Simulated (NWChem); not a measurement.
# C2H2F4 (norflurane) at r2SCAN/6-31G

Aim: the electronic atomisation energy of C2H2F4 (norflurane) at r2SCAN/6-31G, from 4 runs. 

The results are computed with NWChem 7.3.0.

## Step 1: Starting point

The species is C2H2F4 (8 atoms), meant as a singlet with charge 0. SMILES: `FCC(F)(F)F`. The shape is that of a PBE0-D4/def2-TZVP optimisation.

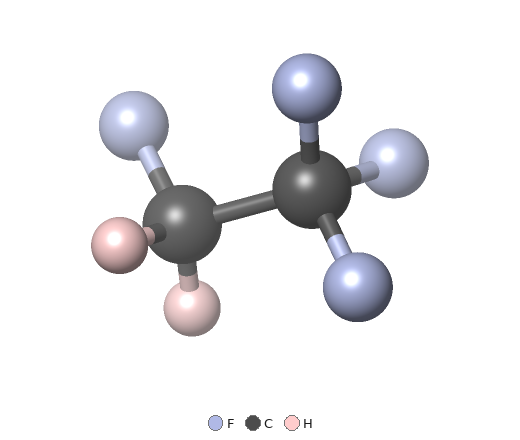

The structure, seen from a chosen angle (fluorine light blue, carbon dark grey, hydrogen pink).

## Step 2: A single-point energy at r2SCAN/6-31G (run 1)

Contents of input.nw:

```
start input
title "C2H2F4 r2SCAN"
memory stack 880 mb heap 220 mb global 1100 mb

geometry noautosym nocenter noautoz
  F     -0.224600    -1.506500     0.915200
  C     -0.211200    -0.737800    -0.211700
  C      0.211200     0.674300     0.135500
  F      1.434400     0.711300     0.662400
  F      0.217100     1.411800    -0.982100
  F     -0.624600     1.243600     1.002900
  H      0.502000    -1.148600    -0.930100
  H     -1.212300    -0.705100    -0.647900
end

basis "ao basis" spherical bse
  * library 6-31G
end

dft
  xc r2scan
  grid fine
  convergence energy 1e-08
  maxiter 100
  mulliken
  noprint "final vectors analysis"
end

task dft energy
```

The run is started by

```
nwchem input.nw > input.out
```

Output:

```text
[...]
          Wavefunction type:  closed shell.
          No. of atoms     :     8
          No. of electrons :    50
[...]
          Charge           :     0
          Spin multiplicity:     1
[...]
          AO basis - number of functions:    58
[...]
              XC Information
              --------------
                      r^2SCAN Method XC Functional
               r^2SCAN metaGGA Exchange Functional  1.000
                     r^2SCAN Correlation Potential  1.000
[...]
 d= 0,ls=0.0,diis     1   -476.2207341602 -7.49D+02  4.06D-02  1.82D+00     0.9
[...]
 d= 0,ls=0.0,diis    10   -476.4488830990 -1.04D-09  1.97D-07  3.01D-10     6.5
         Total DFT energy =     -476.448883099043
      One electron energy =    -1202.962680349975
           Coulomb energy =      506.803984973256
    Exchange-Corr. energy =      -53.330168486384
 Nuclear repulsion energy =      273.039980764060
[...]
      Total Density - Mulliken Population Analysis
     ---------------------------------------------
    Atom       Charge   Shell Charges
 -----------   ------   -------------------------------------------------------
    1 F    9     9.31   2.00  0.94  3.29  1.07  2.01
    2 C    6     6.04   2.00  0.71  2.07  0.58  0.68
    3 C    6     5.25   2.00  0.78  1.93  0.17  0.38
    4 F    9     9.26   2.00  0.94  3.30  1.06  1.96
    5 F    9     9.27   2.00  0.94  3.30  1.07  1.97
    6 F    9     9.26   2.00  0.94  3.30  1.06  1.96
    7 H    1     0.80   0.54  0.26
    8 H    1     0.80   0.54  0.26
[...]
```

Wall time 7.2 s (1 thread of Intel Xeon 6975P-C (Granite Rapids), shared host); peak memory 0.11 GiB.

## Step 3: The C atom, same level (run 2)

Contents of run.nw:

```
start run
memory 2200 mb
charge 0

geometry units bohr noautosym nocenter noautoz
   C      0.00000000     0.00000000     0.00000000
end

basis "ao basis" spherical bse
   * library 6-31G
end

dft
   xc r2scan
   mult 3
   grid fine
   convergence energy 1e-08
   iterations 100
   mulliken
   print low
end

task dft energy
```

Run the same way, it converges to -37.81711 Eh (log not shown).

## Step 4: The F atom, same level (run 3)

Contents of job.nw:

```
start job
title "F"
memory stack 880 mb heap 220 mb global 1100 mb

geometry noautosym nocenter noautoz
  F      0.000000     0.000000     0.000000
end

basis "ao basis" spherical bse
  * library 6-31G
end

dft
  xc r2scan
  mult 2
  grid fine
  convergence energy 1e-08
  maxiter 100
  mulliken
  noprint "final vectors analysis"
end

task dft energy
```

The run is started by

```
nwchem job.nw > job.out
```

Output:

```text
[...]
          Wavefunction type:  spin polarized.
          No. of atoms     :     1
          No. of electrons :     9
[...]
          Charge           :     0
          Spin multiplicity:     2
[...]
          AO basis - number of functions:     9
[...]
              XC Information
              --------------
                      r^2SCAN Method XC Functional
               r^2SCAN metaGGA Exchange Functional  1.000
                     r^2SCAN Correlation Potential  1.000
[...]
 d= 0,ls=0.0,diis     1    -99.6652787456 -9.97D+01  1.32D-02  3.50D-02     0.0
[...]
  Singularity in Pulay matrix. Error and Fock matrices removed.
 d= 0,ls=0.0,diis    25    -99.6721643583  5.54D-09  6.50D-05  2.90D-12     0.4
[...]
  Singularity in Pulay matrix. Error and Fock matrices removed.
 d= 0,ls=0.0,diis    26    -99.6721643644 -6.17D-09  6.55D-06  6.98D-10     0.4
[...]
 d= 0,ls=0.0,diis    33    -99.6721643692 -1.68D-12  1.38D-07  1.57D-16     0.5
[...]
         Total DFT energy =      -99.672164369190
      One electron energy =     -139.284348129056
           Coulomb energy =       49.969625279572
    Exchange-Corr. energy =      -10.357441519705
 Nuclear repulsion energy =        0.000000000000
[...]
      Total Density - Mulliken Population Analysis
     ---------------------------------------------
    Atom       Charge   Shell Charges
 -----------   ------   -------------------------------------------------------
    1 F    9     9.00   2.00  0.98  3.16  1.03  1.84
     --------------------------------------------
      Spin Density - Mulliken Population Analysis
     --------------------------------------------
    Atom       Charge   Shell Charges
 -----------   ------   -------------------------------------------------------
    1 F    9     1.00  -0.00  0.02  0.68 -0.02  0.32
[...]
      <S2> =      0.7505 (Exact =     0.7500)
[...]
```

It took 1.1 s on 1 thread of Intel Xeon 6975P-C (Granite Rapids), shared host; peak memory 0.1 GiB.

## Step 5: The H atom (run 4)

Contents of h.nw:

```
start h
memory stack 880 mb heap 220 mb global 1100 mb
geometry units angstrom noautosym nocenter noautoz
  H     0.000000    0.000000    0.000000
end
basis spherical bse
  H library 6-31G
end
dft
  xc r2scan
  mult 2
  grid fine
  convergence energy 1e-08
  iterations 100
  mulliken
  noprint "final vectors analysis"
end
task dft
```

Run the same way, it converges to -0.49823 Eh (log not shown).

## Step 6: All runs side by side

| run | level | partner | energy (Eh) | wall time |
| --- | --- | --- | --- | --- |
| 1 | r2SCAN/6-31G | base | -476.448883 | 7.2 s |
| 2 | U-r2SCAN/6-31G | atoms | -37.817108 | 0.85 s |
| 3 | U-r2SCAN/6-31G | atoms | -99.672164 | 1.1 s |
| 4 | U-r2SCAN/6-31G | atoms | -0.498227 | 0.66 s |

## Step 7: Outcome

Level: r2SCAN/6-31G.

```
                     quantity        value
         H atom: total energy  -0.49823 Eh
                 H atom: ⟨S²⟩        0.750
electronic atomisation energy    30.737 eV
```

**Reading.** Taking the molecule apart into free atoms costs 30.74 eV (709 kcal/mol), before zero-point energy and without spin-orbit coupling. The basis has no polarisation functions, which makes bonds too weak. All runs together took 9.8 s, the longest 7.2 s.
